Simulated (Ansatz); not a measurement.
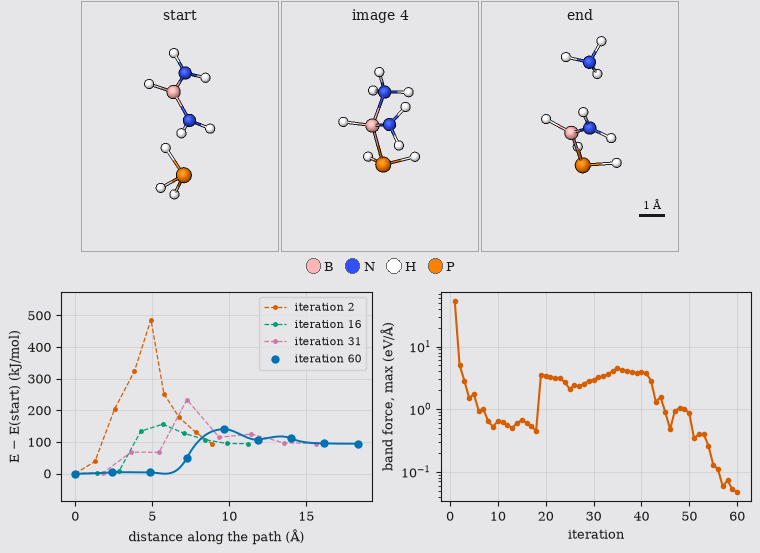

A nudged-elastic-band calculation for BPN2H8, made up at the start of BN2H5 and PH3. Images are numbered from 0 (start) to 8 (end). The plot follows the band through its iterations. A ball-and-stick model, seen from a free direction.

Computed with Ansatz 0.2.0, RHF/6-31G*. Set-up: 7 movable images; climbing image; force threshold 0.05 eV/Å; iteration limit 60; starting path through a guess of the saddle point.

How did the profile develop, and is the result final?

The run is converged, with reservations. The band converged in 60 iterations. The largest component of the band force went from 53 to 0.048 eV/Å. The climbing image converged on the top of the path. Its vibrational analysis gives one imaginary mode (405i cm⁻¹), as a transition state must have. The first iteration put the highest image at 1054.7 kJ/mol. The energy climbs by 140.5 kJ/mol to image 4 and then falls by 45.7 kJ/mol, so the end point sits at +94.7 kJ/mol.

Limits of the set-up: the start holds two separate molecules, 3.4 Å apart at their closest, whose relative position is a soft coordinate and is computed without a dispersion correction; Hartree-Fock leaves out electron correlation.
